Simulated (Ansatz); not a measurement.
A computed series for PtTe2: response to strain

Base system: PtTe2 (space group P-3m1, No. 164; layered; relaxed with 0.1 eV smearing).

```
CELL_PARAMETERS angstrom
      4.05264     0.00000     0.00000
     -2.02632     3.50969     0.00000
      0.00000     0.00000     5.09697
ATOMIC_POSITIONS crystal
  Pt 0.00000 0.00000 0.00000
  Te 0.33333 0.66667 0.26692
  Te 0.66667 0.33333 0.73308
```

Cartesian axes are those of the cell as printed.

Strains are applied to the cell and any free atomic positions relax; under biaxial strain the out-of-plane vector relaxes too.

The values are results of PBE-D3(BJ)/PAW in Ansatz (a program for electronic structure), without spin-orbit coupling, not measurements.

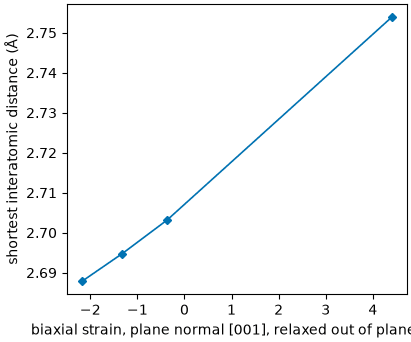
Shortest interatomic distance against biaxial strain, plane normal [001], relaxed out of plane

From the plot, what is the shortest interatomic distance for biaxial strain −1.33 %, plane normal [001], relaxed out of plane?

About 2.695 Å.

Is the trend monotonic over the range shown?

Yes, it rises throughout, spanning 2.688 Å to 2.754 Å.

No phonon test of stability was made. All final runs are without spin polarisation.
